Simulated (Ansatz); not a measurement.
Fields on a plane of Sn (beta-Sn type, space group I4_1/amd)

```xyz
2
Lattice="-2.9165 2.9165 1.5790 2.9165 -2.9165 1.5790 2.9165 2.9165 -1.5790" Properties=species:S:1:pos:R:3 pbc="T T T"
Sn     0.0000     2.9165     0.7895
Sn     0.0000     0.0000     0.0000
```

The slice is a (-1 1 0) plane (indices of the conventional cell) through the point (0.750, 0.250, 0.500) (fractional), spanned by u = [110] and v = [112] in vectors of this cell: u (3.16 Å) and v (8.25 Å, at 90° to u). It covers one period; positions are fractions (u, v).

Atoms on it: Sn at (0.00, 0.00); Sn at (0.50, 0.50).

These are PBEsol (plane waves to 420 eV, PAW, scalar-relativistic; Ansatz, a quantum-chemistry and plane-wave program) values and carry that method's errors. k mesh 17×17×17. Inside the PAW spheres the values are not all-electron values, and peaks at nuclei hang on which shells count as valence. Sn was relaxed with its symmetry unable to fall.

```
|%#=:.:=#|
|+=-...-=|
|::.   .:|
|.       |
|        |
|    .   |
|  .:::. |
|..-=+=-.|
|.:=#%#=:|
|::+%@%+:|
|.:=#%#=:|
|..-=+=-.|
|  .:::. |
|    .   |
|        |
|.       |
|::.   .:|
|+=-...-=|
|%#=:.:=#|
|@%+:::+%|
```
Scale: ten equal steps from -1.25 (start of ' ') to 1.22 (end of '@'), in the order ' .:-=+*#%@'. Values: log₁₀ of the valence density in e/Å³. The map has 8 points along u (one character each, u = 0 at the left) and 20 along v (v = 0 in the bottom row). The scale is logarithmic, as a density can span decades between atoms and voids.

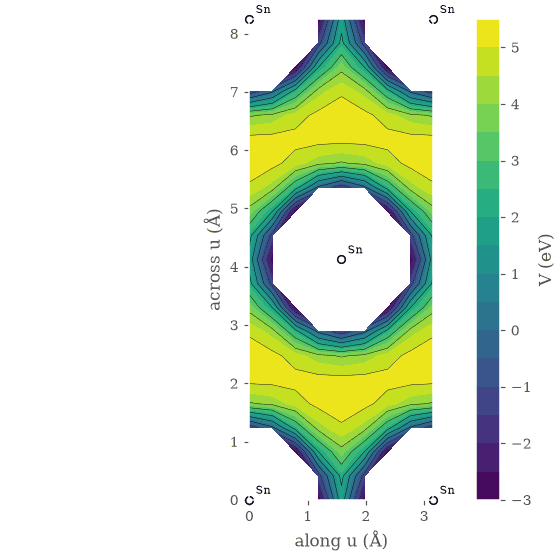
*Electrostatic potential energy of an electron, from the cell's mean, in eV, one period of the plane, atoms marked. Points within 1 Å of a nucleus are left white, as the pseudised field means little there. Values under -3 eV are set to -3. The zero, the cell's mean, hangs on the PAW cores.*
